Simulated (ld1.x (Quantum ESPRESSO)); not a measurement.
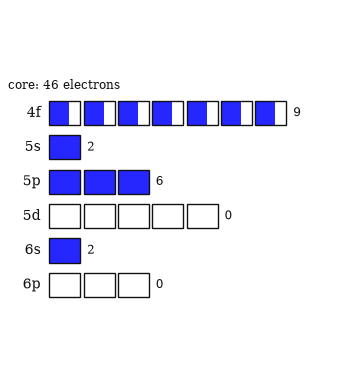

The valence shells of the reference configuration: a box for each of the 2l + 1 orbitals, shaded by the share of the shell that is filled, with the electron count at the right.

Pseudopotential generation: Tb (part 1 of 2)

- system: terbium (Tb, Z = 65), core [Kr] 4d10, reference valence 4f9 5s2 5p6 5d0 6s2 6p0, valence charge 19.
- method: RRKJ potential, LDA (PZ), fully relativistic, made with ld1.x (Quantum ESPRESSO) 7.5

The input:
```
 &input
   title='Tb', zed=65., rel=2, dft='PZ', iswitch=3,
   config='[Xe] 4f9 5d0 6s2 6p0', rel_dist='average',
   nld=7, rlderiv=2.40, eminld=-5.0, emaxld=5.0, deld=0.02
 /
 &inputp
   pseudotype=2, tm=.false., lloc=1,
   nlcc=.true., new_core_ps=.true., rcore=1.10,
   file_pseudopw='Tb.UPF', file_wfcaegen='ae.wfc', file_wfcncgen='nc.wfc', file_beta='beta', file_chi='chi'
 /
4
5S  1  0   2.00   0.00  2.15  2.15  0.0
5D  3  2   0.00   0.00  2.20  2.20  0.0
4F  4  3   9.00   0.00  1.10  1.10  0.0
5P  2  1   6.00   0.00  1.75  1.75  0.0
 &test
   configts(1)='4f9 5s2 5p6 5d0 6s2 6p0'
 /
```

Input of the test run:
```
 &input
   title='Tb', zed=65., rel=2, dft='PZ', iswitch=2,
   config='[Xe] 4f9 5d0 6s2 6p0', rel_dist='average'
 /
 &test
   file_pseudo='Tb.UPF', nconf=8,
   configts(1)='4f9 5s2 5p6 5d0 6s2 6p0',
   configts(2)='4f9 5s2 5p6 5d0 6s1 6p0',
   configts(3)='4f9 5s2 5p6 5d0 6s0 6p0',
   configts(4)='4f8 5s2 5p6 5d0 6s0 6p0',
   configts(5)='4f10 5s2 5p6 5d0 6s0 6p0',
   configts(6)='4f8 5s2 5p6 5d1 6s2 6p0',
   configts(7)='4f7 5s2 5p6 5d0 6s0 6p0',
   configts(8)='4f8 5s2 5p6 5d1 6s1 6p0'
 /
```

Hardware: 1 CPU thread, shared host.

Run as:
```bash
ld1.x < Tb.in > Tb.out
```

Output:
```
     Program LD1 v.7.5
 classical turning point too close to mesh           4           3           3
 classical turning point too close to mesh           4           3          -4
 classical turning point too close to mesh           5           2           2
 classical turning point too close to mesh           5           2          -3
     --------------------------- All-electron run ----------------------------

     Tb
     dirac relativistic calculation

     atomic number is 65.00
     dft =PZ   lsd =0 sic =0 latt =0  beta=0.20 tr2=1.0E-14
     Exchange-correlation= PZ
                           (   1   1   0   0   0   0   0)
     mesh =1263 r(mesh) =  99.54529 a.u. xmin = -7.00 dx = 0.01250
     1 Ry =  13.60569312 eV, c = 137.03599908

     n l j   nl                  e(Ry)          e(Ha)          e(eV)
     Spin orbit split results
     1 0 0.5 1S 1( 2.00)     -3804.1134     -1902.0567    -51757.6000
     2 0 0.5 2S 1( 2.00)      -630.3560      -315.1780     -8576.4304
     2 1 0.5 2P 1( 2.00)      -599.2269      -299.6134     -8152.8972
     2 1 1.5 2P 1( 4.00)      -544.4156      -272.2078     -7407.1510
     3 0 0.5 3S 1( 2.00)      -139.7678       -69.8839     -1901.6373
     3 1 0.5 3P 1( 2.00)      -126.2088       -63.1044     -1717.1581
     3 1 1.5 3P 1( 4.00)      -114.8984       -57.4492     -1563.2721
     4 0 0.5 4S 1( 2.00)       -27.6409       -13.8205      -376.0740
     4 1 0.5 4P 1( 2.00)       -22.3312       -11.1656      -303.8311
     4 1 1.5 4P 1( 4.00)       -19.7995        -9.8998      -269.3864
     3 2 1.5 3D 1( 4.00)       -91.4658       -45.7329     -1244.4557
     3 2 2.5 3D 1( 6.00)       -88.9958       -44.4979     -1210.8495
     5 0 0.5 5S 1( 2.00)        -3.4940        -1.7470       -47.5387
     5 1 0.5 5P 1( 2.00)        -2.0633        -1.0317       -28.0727
     5 1 1.5 5P 1( 4.00)        -1.7383        -0.8691       -23.6506
     4 2 1.5 4D 1( 4.00)       -11.0429        -5.5215      -150.2467
     4 2 2.5 4D 1( 6.00)       -10.5857        -5.2929      -144.0260
     4 3 2.5 4F 1( 3.86)        -0.2701        -0.1351        -3.6753
     4 3 3.5 4F 1( 5.14)        -0.2123        -0.1061        -2.8885
     5 2 1.5 5D 1( 0.00)        -0.1167        -0.0583        -1.5873
     5 2 2.5 5D 1( 0.00)        -0.1025        -0.0512        -1.3942
     6 0 0.5 6S 1( 2.00)        -0.2835        -0.1418        -3.8574
     6 1 0.5 6P 1( 0.00)        -0.1017        -0.0509        -1.3843
     6 1 1.5 6P 1( 0.00)        -0.0852        -0.0426        -1.1587
     Averaged results
     1 0     1S 1( 2.00)     -3804.1134     -1902.0567    -51757.6000
     2 0     2S 1( 2.00)      -630.3560      -315.1780     -8576.4304
     2 1     2P 1( 6.00)      -562.6860      -281.3430     -7655.7331
     3 0     3S 1( 2.00)      -139.7678       -69.8839     -1901.6373
     3 1     3P 1( 6.00)      -118.6685       -59.3343     -1614.5674
     4 0     4S 1( 2.00)       -27.6409       -13.8205      -376.0740
     4 1     4P 1( 6.00)       -20.6434       -10.3217      -280.8679
     3 2     3D 1(10.00)       -89.9838       -44.9919     -1224.2920
     5 0     5S 1( 2.00)        -3.4940        -1.7470       -47.5387
     5 1     5P 1( 6.00)        -1.8466        -0.9233       -25.1246
     4 2     4D 1(10.00)       -10.7686        -5.3843      -146.5143
     4 3     4F 1( 9.00)        -0.2371        -0.1185        -3.2257
     5 2     5D 1( 0.00)        -0.1081        -0.0541        -1.4715
     6 0     6S 1( 2.00)        -0.2835        -0.1418        -3.8574
     6 1     6P 1( 0.00)        -0.0907        -0.0453        -1.2339

     final scf error:  5.9E-15 reached in  32 iterations

     Etot =  -23422.266462 Ry,  -11711.133231 Ha, -318676.169724 eV

     Ekin =   25613.600930 Ry,   12806.800465 Ha,  348490.794027 eV
     Encl =  -57678.383422 Ry,  -28839.191711 Ha, -784754.384677 eV
     Eh   =    9141.362109 Ry,    4570.681055 Ha,  124374.567586 eV
     Exc  =    -498.846079 Ry,    -249.423039 Ha,   -6787.146660 eV

     normalization and overlap integrals

     s(1S/1S) =  1.000000  <r> =   0.0215  <r2> =    0.0006  r(max) =   0.0136
     s(2S/2S) =  1.000000  <r> =   0.0910  <r2> =    0.0098  r(max) =   0.0772
     s(2P/2P) =  1.000000  <r> =   0.0759  <r2> =    0.0071  r(max) =   0.0586
     s(2P/2P) =  1.000000  <r> =   0.0829  <r2> =    0.0084  r(max) =   0.0648
     s(3S/3S) =  1.000000  <r> =   0.2392  <r2> =    0.0655  r(max) =   0.2205
     s(3P/3P) =  1.000000  <r> =   0.2288  <r2> =    0.0609  r(max) =   0.2071
     s(3P/3P) =  1.000000  <r> =   0.2420  <r2> =    0.0679  r(max) =   0.2205
     s(4S/4S) =  1.000000  <r> =   0.5417  <r2> =    0.3316  r(max) =   0.5031
     s(4P/4P) =  1.000000  <r> =   0.5528  <r2> =    0.3482  r(max) =   0.5095
     s(4P/4P) =  1.000000  <r> =   0.5833  <r2> =    0.3874  r(max) =   0.5356
     s(3D/3D) =  1.000000  <r> =   0.2142  <r2> =    0.0540  r(max) =   0.1739
     s(3D/3D) =  1.000000  <r> =   0.2183  <r2> =    0.0559  r(max) =   0.1783
     s(5S/5S) =  1.000000  <r> =   1.3267  <r2> =    1.9847  r(max) =   1.1772
     s(5P/5P) =  1.000000  <r> =   1.5018  <r2> =    2.5722  r(max) =   1.2848
     s(5P/5P) =  1.000000  <r> =   1.6100  <r2> =    2.9607  r(max) =   1.3677
     s(4D/4D) =  1.000000  <r> =   0.6178  <r2> =    0.4436  r(max) =   0.5423
     s(4D/4D) =  1.000000  <r> =   0.6287  <r2> =    0.4592  r(max) =   0.5491
     s(4F/4F) =  1.000000  <r> =   0.8980  <r2> =    1.1256  r(max) =   0.5491
     s(4F/4F) =  1.000000  <r> =   0.9206  <r2> =    1.2007  r(max) =   0.5561
     s(5D/5D) =  1.000000  <r> =   3.2762  <r2> =   13.6835  r(max) =   2.0920
     s(5D/5D) =  1.000000  <r> =   3.4362  <r2> =   15.0889  r(max) =   2.1719
     s(6S/6S) =  1.000000  <r> =   4.1053  <r2> =   19.2065  r(max) =   3.4491
     s(6P/6P) =  1.000000  <r> =   5.5827  <r2> =   35.9391  r(max) =   4.5980
     s(6P/6P) =  1.000000  <r> =   5.9716  <r2> =   41.1021  r(max) =   4.8945

     ------------------------ End of All-electron run ------------------------

     --------------------- Generating NC pseudopotential ---------------------

      Generating local pot.: lloc=1, j= 0.50, matching radius rcloc =   1.7500

      Generating local pot.: lloc=1, j= 1.50, matching radius rcloc =   1.7500

      Computing core charge for nlcc:

       r > 1.11 : true rho core
      Core charge pseudized with two Bessel functions
      Integrated core pseudo-charge :  14.95

     Fully relativistic calculation: |psi|^2

     Wfc 5S LC norm =  0.99972757 SC norm =  0.00027210 missing  0.00000033

     Wfc 5D LC norm =  0.99995066 SC norm =  0.00004873 missing  0.00000061

     Wfc 5D LC norm =  0.99995510 SC norm =  0.00003784 missing  0.00000706

     Wfc 4F LC norm =  0.99946278 SC norm =  0.00053721 missing  0.00000000

     Wfc 4F LC norm =  0.99947655 SC norm =  0.00052269 missing  0.00000076

      Wfc   5S  rcut= 2.172  Estimated cut-off energy=       28.67 Ry
      This function has    0 nodes for 0 < r <    2.172

      Wfc   5D  rcut= 2.227  Estimated cut-off energy=       46.38 Ry
      This function has    0 nodes for 0 < r <    2.227

      Wfc   5D  rcut= 2.227  Estimated cut-off energy=       46.32 Ry
      This function has    0 nodes for 0 < r <    2.227

      Wfc   4F  rcut= 1.106  Estimated cut-off energy=      242.05 Ry
      This function has    0 nodes for 0 < r <    1.106

      Wfc   4F  rcut= 1.106  Estimated cut-off energy=      241.94 Ry
      This function has    0 nodes for 0 < r <    1.106

     ------------------- End of pseudopotential generation -------------------

 classical turning point too close to mesh           4           3           3
 classical turning point too close to mesh           4           3          -4
 classical turning point too close to mesh           5           2           2
 classical turning point too close to mesh           5           2          -3
     --------------------------- All-electron run ----------------------------

     Tb
     dirac relativistic calculation

     atomic number is 65.00
     dft =PZ   lsd =0 sic =0 latt =0  beta=0.20 tr2=1.0E-14
     Exchange-correlation= PZ
                           (   1   1   0   0   0   0   0)
     mesh =1263 r(mesh) =  99.54529 a.u. xmin = -7.00 dx = 0.01250
     1 Ry =  13.60569312 eV, c = 137.03599908

     n l j   nl                  e(Ry)          e(Ha)          e(eV)
     Spin orbit split results
     1 0 0.5 1S 1( 2.00)     -3804.1134     -1902.0567    -51757.6000
     2 0 0.5 2S 1( 2.00)      -630.3560      -315.1780     -8576.4304
     2 1 0.5 2P 1( 2.00)      -599.2269      -299.6134     -8152.8972
     2 1 1.5 2P 1( 4.00)      -544.4156      -272.2078     -7407.1510
     3 0 0.5 3S 1( 2.00)      -139.7678       -69.8839     -1901.6373
     3 1 0.5 3P 1( 2.00)      -126.2088       -63.1044     -1717.1581
     3 1 1.5 3P 1( 4.00)      -114.8984       -57.4492     -1563.2721
     4 0 0.5 4S 1( 2.00)       -27.6409       -13.8205      -376.0740
     4 1 0.5 4P 1( 2.00)       -22.3312       -11.1656      -303.8311
     4 1 1.5 4P 1( 4.00)       -19.7995        -9.8998      -269.3864
     3 2 1.5 3D 1( 4.00)       -91.4658       -45.7329     -1244.4557
     3 2 2.5 3D 1( 6.00)       -88.9958       -44.4979     -1210.8495
     5 0 0.5 5S 1( 2.00)        -3.4940        -1.7470       -47.5387
     5 1 0.5 5P 1( 2.00)        -2.0633        -1.0317       -28.0727
     5 1 1.5 5P 1( 4.00)        -1.7383        -0.8691       -23.6506
     4 2 1.5 4D 1( 4.00)       -11.0429        -5.5215      -150.2467
     4 2 2.5 4D 1( 6.00)       -10.5857        -5.2929      -144.0260
     4 3 2.5 4F 1( 3.86)        -0.2701        -0.1351        -3.6753
     4 3 3.5 4F 1( 5.14)        -0.2123        -0.1061        -2.8885
     5 2 1.5 5D 1( 0.00)        -0.1167        -0.0583        -1.5873
     5 2 2.5 5D 1( 0.00)        -0.1025        -0.0512        -1.3942
     6 0 0.5 6S 1( 2.00)        -0.2835        -0.1418        -3.8574
     6 1 0.5 6P 1( 0.00)        -0.1017        -0.0509        -1.3843
     6 1 1.5 6P 1( 0.00)        -0.0852        -0.0426        -1.1587
     Averaged results
     1 0     1S 1( 2.00)     -3804.1134     -1902.0567    -51757.6000
     2 0     2S 1( 2.00)      -630.3560      -315.1780     -8576.4304
     2 1     2P 1( 6.00)      -562.6860      -281.3430     -7655.7331
     3 0     3S 1( 2.00)      -139.7678       -69.8839     -1901.6373
     3 1     3P 1( 6.00)      -118.6685       -59.3343     -1614.5674
     4 0     4S 1( 2.00)       -27.6409       -13.8205      -376.0740
     4 1     4P 1( 6.00)       -20.6434       -10.3217      -280.8679
     3 2     3D 1(10.00)       -89.9838       -44.9919     -1224.2920
     5 0     5S 1( 2.00)        -3.4940        -1.7470       -47.5387
     5 1     5P 1( 6.00)        -1.8466        -0.9233       -25.1246
     4 2     4D 1(10.00)       -10.7686        -5.3843      -146.5143
     4 3     4F 1( 9.00)        -0.2371        -0.1185        -3.2257
     5 2     5D 1( 0.00)        -0.1081        -0.0541        -1.4715
     6 0     6S 1( 2.00)        -0.2835        -0.1418        -3.8574
     6 1     6P 1( 0.00)        -0.0907        -0.0453        -1.2339

     final scf error:  5.9E-15 reached in  32 iterations

     Etot =  -23422.266462 Ry,  -11711.133231 Ha, -318676.169724 eV

     Ekin =   25613.600930 Ry,   12806.800465 Ha,  348490.794027 eV
     Encl =  -57678.383422 Ry,  -28839.191711 Ha, -784754.384677 eV
     Eh   =    9141.362109 Ry,    4570.681055 Ha,  124374.567586 eV
     Exc  =    -498.846079 Ry,    -249.423039 Ha,   -6787.146660 eV

     normalization and overlap integrals

     s(1S/1S) =  1.000000  <r> =   0.0215  <r2> =    0.0006  r(max) =   0.0136
     s(2S/2S) =  1.000000  <r> =   0.0910  <r2> =    0.0098  r(max) =   0.0772
     s(2P/2P) =  1.000000  <r> =   0.0759  <r2> =    0.0071  r(max) =   0.0586
     s(2P/2P) =  1.000000  <r> =   0.0829  <r2> =    0.0084  r(max) =   0.0648
     s(3S/3S) =  1.000000  <r> =   0.2392  <r2> =    0.0655  r(max) =   0.2205
     s(3P/3P) =  1.000000  <r> =   0.2288  <r2> =    0.0609  r(max) =   0.2071
     s(3P/3P) =  1.000000  <r> =   0.2420  <r2> =    0.0679  r(max) =   0.2205
     s(4S/4S) =  1.000000  <r> =   0.5417  <r2> =    0.3316  r(max) =   0.5031
     s(4P/4P) =  1.000000  <r> =   0.5528  <r2> =    0.3482  r(max) =   0.5095
     s(4P/4P) =  1.000000  <r> =   0.5833  <r2> =    0.3874  r(max) =   0.5356
     s(3D/3D) =  1.000000  <r> =   0.2142  <r2> =    0.0540  r(max) =   0.1739
     s(3D/3D) =  1.000000  <r> =   0.2183  <r2> =    0.0559  r(max) =   0.1783
     s(5S/5S) =  1.000000  <r> =   1.3267  <r2> =    1.9847  r(max) =   1.1772
     s(5P/5P) =  1.000000  <r> =   1.5018  <r2> =    2.5722  r(max) =   1.2848
     s(5P/5P) =  1.000000  <r> =   1.6100  <r2> =    2.9607  r(max) =   1.3677
     s(4D/4D) =  1.000000  <r> =   0.6178  <r2> =    0.4436  r(max) =   0.5423
     s(4D/4D) =  1.000000  <r> =   0.6287  <r2> =    0.4592  r(max) =   0.5491
     s(4F/4F) =  1.000000  <r> =   0.8980  <r2> =    1.1256  r(max) =   0.5491
     s(4F/4F) =  1.000000  <r> =   0.9206  <r2> =    1.2007  r(max) =   0.5561
     s(5D/5D) =  1.000000  <r> =   3.2762  <r2> =   13.6835  r(max) =   2.0920
     s(5D/5D) =  1.000000  <r> =   3.4362  <r2> =   15.0889  r(max) =   2.1719
     s(6S/6S) =  1.000000  <r> =   4.1053  <r2> =   19.2065  r(max) =   3.4491
     s(6P/6P) =  1.000000  <r> =   5.5827  <r2> =   35.9391  r(max) =   4.5980
     s(6P/6P) =  1.000000  <r> =   5.9716  <r2> =   41.1021  r(max) =   4.8945

     ------------------------ End of All-electron run ------------------------

     Computing logarithmic derivative in   2.38544
     Message from routine compute phi:
     negative determinant

      ld=  -0.176031 f2ae  0.077937 faenor  0.570217

       Warning: n=3, l=1 expected 1 nodes, found 0
       Setting wfc to zero for this iteration
       (This warning will only be printed once per wavefunction)

     Computing logarithmic derivative in   2.38544
     Computing the partial wave expansion
     R is outside the sphere for l=    0 j= 0.50
       no projector for channel:   1
       no projector for channel:   1
     R is outside the sphere for l=    2 j= 1.50
     R is outside the sphere for l=    2 j= 2.50
     R is outside the sphere for l=    3 j= 2.50
     R is outside the sphere for l=    3 j= 3.50

     ---------------------- Testing the pseudopotential ----------------------

     Tb
     dirac relativistic calculation

     atomic number is 65.00   valence charge is 19.00
     dft =PZ   lsd =0 sic =0 latt =0  beta=0.20 tr2=1.0E-14
     mesh =1263 r(mesh) =  99.54529 xmin = -7.00 dx = 0.01250

     n l  j  nl             e AE (Ry)       e PS (Ry)    De AE-PS (Ry)
     4 3 2.5 4F   1( 3.86)       -0.27013       -0.27013       -0.00000
     4 3 3.5 4F   1( 5.14)       -0.21230       -0.21230        0.00000
     1 0 0.5 5S   1( 2.00)       -3.49403       -3.49403       -0.00000
     2 1 0.5 5P   1( 2.00)       -2.06330       -1.83803       -0.22527  !
     2 1 1.5 5P   1( 4.00)       -1.73828       -1.83803        0.09975  !
     3 2 1.5 5D   1( 0.00)       -0.11666       -0.11666       -0.00000
     3 2 2.5 5D   1( 0.00)       -0.10247       -0.10248        0.00000
     2 0 0.5 6S   1( 2.00)       -0.28351       -0.32064        0.03713  !
     3 1 0.5 6P   1( 0.00)       -0.10175       -0.10175        0.00000
     3 1 1.5 6P   1( 0.00)       -0.08516       -0.08516        0.00000

     eps = 5.2E-15  iter = 16

     Etot =  -23422.266462 Ry,  -11711.133231 Ha, -318676.169724 eV
     Etotps =  -290.718748 Ry,    -145.359374 Ha,   -3955.430065 eV

     Ekin =     273.932498 Ry,     136.966249 Ha,    3727.041504 eV
     Encl =    -515.285296 Ry,    -257.642648 Ha,   -7010.813608 eV
     Ehrt =     241.765602 Ry,     120.882801 Ha,    3289.388593 eV
     Ecxc =     -69.786211 Ry,     -34.893105 Ha,    -949.489768 eV
     (Ecc =     -32.975429 Ry,     -16.487715 Ha,    -448.653574 eV)
     Epseu=    -221.345341 Ry,    -110.672671 Ha,   -3011.556786 eV

     ---------------------- End of pseudopotential test ----------------------
```

Output of the test run (extracts):
```
     ---------------------- Testing the pseudopotential ----------------------

     Tb
     dirac relativistic calculation

     atomic number is 65.00   valence charge is 19.00
     dft =PZ   lsd =0 sic =0 latt =0  beta=0.20 tr2=1.0E-14
     mesh =1263 r(mesh) =  99.54529 xmin = -7.00 dx = 0.01250

     n l  j  nl             e AE (Ry)       e PS (Ry)    De AE-PS (Ry)
     4 3 2.5 4F   1( 3.86)       -0.27013       -0.27013       -0.00000
     4 3 3.5 4F   1( 5.14)       -0.21230       -0.21230        0.00000
     1 0 0.5 5S   1( 2.00)       -3.49403       -3.49403       -0.00000
     2 1 0.5 5P   1( 2.00)       -2.06330       -1.83803       -0.22527  !
     2 1 1.5 5P   1( 4.00)       -1.73828       -1.83803        0.09975  !
     3 2 1.5 5D   1( 0.00)       -0.11666       -0.11666       -0.00000
     3 2 2.5 5D   1( 0.00)       -0.10247       -0.10248        0.00000
     2 0 0.5 6S   1( 2.00)       -0.28351       -0.32064        0.03713  !
     3 1 0.5 6P   1( 0.00)       -0.10175       -0.10175        0.00000
     3 1 1.5 6P   1( 0.00)       -0.08516       -0.08516        0.00000

     eps = 7.0E-15  iter = 22

     Etot =  -23422.266462 Ry,  -11711.133231 Ha, -318676.169724 eV
     Etotps =  -290.718747 Ry,    -145.359373 Ha,   -3955.430053 eV

     Ekin =     273.932497 Ry,     136.966248 Ha,    3727.041484 eV
     Encl =    -515.285296 Ry,    -257.642648 Ha,   -7010.813609 eV
     Ehrt =     241.765602 Ry,     120.882801 Ha,    3289.388587 eV
     Ecxc =     -69.786211 Ry,     -34.893105 Ha,    -949.489767 eV
     (Ecc =     -32.975429 Ry,     -16.487715 Ha,    -448.653574 eV)
     Epseu=    -221.345338 Ry,    -110.672669 Ha,   -3011.556748 eV

     ---------------------- End of pseudopotential test ----------------------

     ---------------------- Testing the pseudopotential ----------------------

     Tb
     dirac relativistic calculation

     atomic number is 65.00   valence charge is 19.00
     dft =PZ   lsd =0 sic =0 latt =0  beta=0.20 tr2=1.0E-14
     mesh =1263 r(mesh) =  99.54529 xmin = -7.00 dx = 0.01250

     n l  j  nl             e AE (Ry)       e PS (Ry)    De AE-PS (Ry)
     4 3 2.5 4F   1( 3.86)       -0.74249       -0.78661        0.04412  !
     4 3 3.5 4F   1( 5.14)       -0.68454       -0.72853        0.04399  !
     1 0 0.5 5S   1( 2.00)       -3.97130       -4.01146        0.04016  !
     2 1 0.5 5P   1( 2.00)       -2.53956       -2.35233       -0.18723  !
     2 1 1.5 5P   1( 4.00)       -2.21347       -2.35233        0.13886  !
     3 2 1.5 5D   1( 0.00)       -0.54207       -0.57785        0.03578  !
     3 2 2.5 5D   1( 0.00)       -0.52309       -0.55882        0.03573  !
     2 0 0.5 6S   1( 1.00)       -0.66208       -0.74809        0.08601  !
     3 1 0.5 6P   1( 0.00)       -0.42814       -0.12844       -0.29970  !
     3 1 1.5 6P   1( 0.00)       -0.39877       -0.11963       -0.27914  !

     eps = 2.8E-15  iter = 18

     Etot =  -23421.797622 Ry,  -11710.898811 Ha, -318669.790831 eV
     Etotps =  -290.189650 Ry,    -145.094825 Ha,   -3948.231322 eV
     dEtot_ae =       0.468840 Ry
     dEtot_ps =       0.529097 Ry,   Delta E=      -0.060257 Ry

     Ekin =     274.665750 Ry,     137.332875 Ha,    3737.017899 eV
     Encl =    -505.470519 Ry,    -252.735260 Ha,   -6877.276767 eV
     Ehrt =     232.292210 Ry,     116.146105 Ha,    3160.496518 eV
     Ecxc =     -69.368962 Ry,     -34.684481 Ha,    -943.812815 eV
     (Ecc =     -32.975429 Ry,     -16.487715 Ha,    -448.653574 eV)
     Epseu=    -222.308127 Ry,    -111.154064 Ha,   -3024.656156 eV

     ---------------------- End of pseudopotential test ----------------------
```

(Continued in part 2.) Outcome of the run: generated; 5s isn't converged at 400 Ry in the Bessel test; no spin-orbit splitting in 5p; the pseudo-atom misses its reference levels by up to 3.06 eV (5p); ld1.x warns of wrong node counts.
